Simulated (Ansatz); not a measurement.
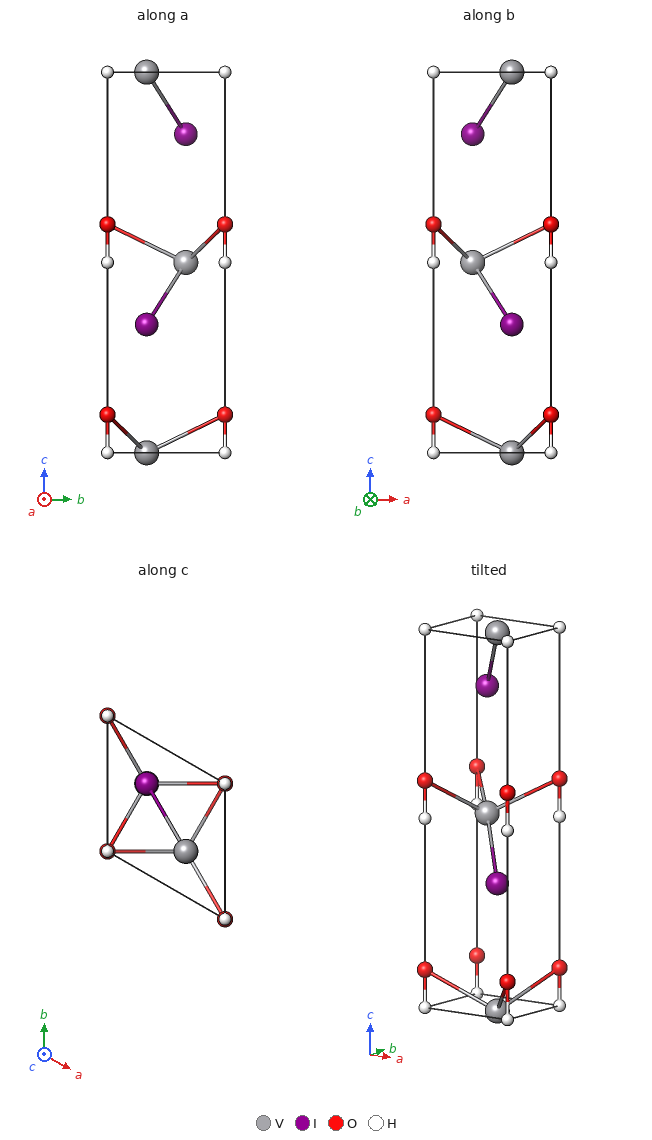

A ball-and-stick rendering, viewed along the a axis, along the b axis, along the c axis and slightly off an axis. The lines enclose the conventional unit cell; boundary atoms appear with their images.

Lattice parameters: a = 3.7271 Å, b = 3.7271 Å, c = 10.4582 Å, α = 90.000°, β = 90.000°, γ = 120.000°.

Question: Record the structure as a CIF with its space group and independent sites, with free fractional coordinates to two decimals.

Answer:
```cif
data_structure
_symmetry_space_group_name_H-M 'P 63 m c'
_symmetry_Int_Tables_number 186
_cell_length_a 3.7271
_cell_length_b 3.7271
_cell_length_c 10.4582
_cell_angle_alpha 90.000
_cell_angle_beta 90.000
_cell_angle_gamma 120.000
_cell_volume 125.81
loop_
_atom_site_label
_atom_site_type_symbol
_atom_site_symmetry_multiplicity
_atom_site_Wyckoff_symbol
_atom_site_fract_x
_atom_site_fract_y
_atom_site_fract_z
_atom_site_occupancy
V1 V 2 b 0.3333 0.6667 0.50 1
I1 I 2 b 0.3333 0.6667 0.84 1
O1 O 2 a 0.00 0.00 0.60 1
H1 H 2 a 0.00 0.00 0.50 1
```

Note that this is a generated cell, made by putting these elements into a known structure type (the compound may or may not exist in this form), and that it hasn't been relaxed. It was run through Ansatz as a DFT input.

At this level of theory the cell isn't at rest (forces up to 3.5 eV/Å), so its distances can differ from those at equilibrium, the more so the softer the solid.
